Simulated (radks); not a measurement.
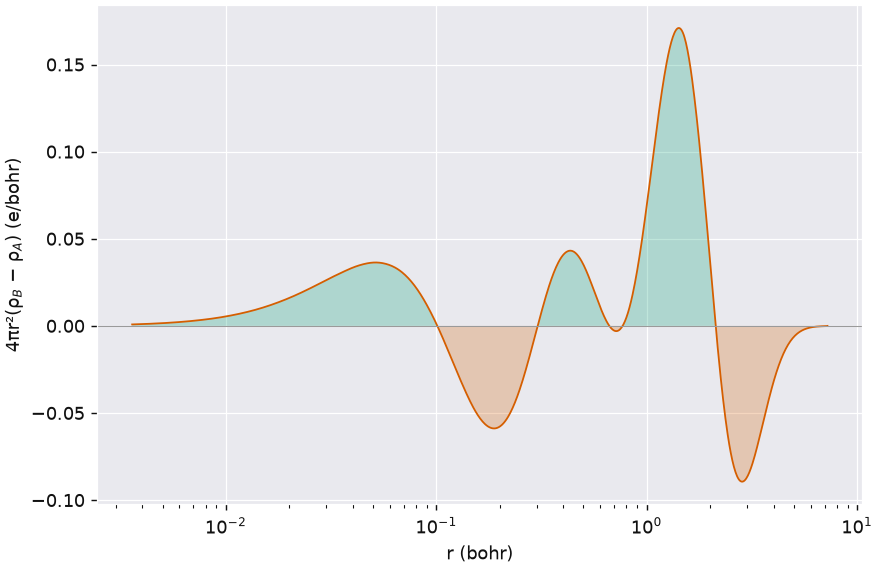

The Si²⁺ ion was computed in two configurations: [Ne] 3p2 (high spin); [Ne] 3s1 3p1 (high spin). Method: scalar-relativistic Kohn-Sham, r2SCAN, spin-polarised, spherical densities, finite nucleus; computed with the in-house radial solver radks.

The plot shows the radial density of run B less that of run A; on the logarithmic r axis, areas aren't charges.

### Which run is A and which is B? Where does the charge move?

A is [Ne] 3p2 (high spin); B is [Ne] 3s1 3p1 (high spin). B holds 0.15 electrons more than A where the difference is positive (most at r = 1.4 bohr) and 0.15 electrons fewer where it is negative (most at r = 2.8 bohr), with no net change. The energy of B less that of A is −8.64 eV.
